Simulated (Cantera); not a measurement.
Charge: 1 mol Ti, a varied amount of CH4, held at 2198 K and 97.0 Pa.

Method: chemical equilibrium by Gibbs-energy minimisation in Cantera with the NASA 1993 tables (ideal gas, pure condensed phases). Candidate condensed phases: C, C6H6, C7H8, C8H18, Ti, TiC; 77 gas species. Mutual solubility and eutectic melting of coexisting phases are not modelled. TiC: taken at fixed stoichiometry. Condensed phases not in the tables: N, O or C dissolved in the metal. The numbers say what is thermodynamically allowed, not how fast it happens.

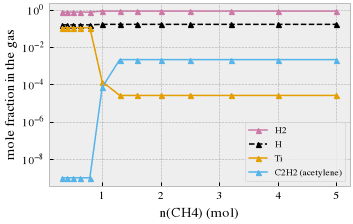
Figure. Equilibrium gas composition (values under 1e-9 drawn at 1e-9)

From 0.32 mol CH4 to 0.63 mol CH4 the condensed part is Ti(l) + TiC(s). From 0.79 mol CH4 to 1 mol CH4 the condensed part is TiC(s). From 1.3 mol CH4 to 5 mol CH4 the condensed part is C(graphite) + TiC(s). The main Ti-bearing gas is Ti throughout.
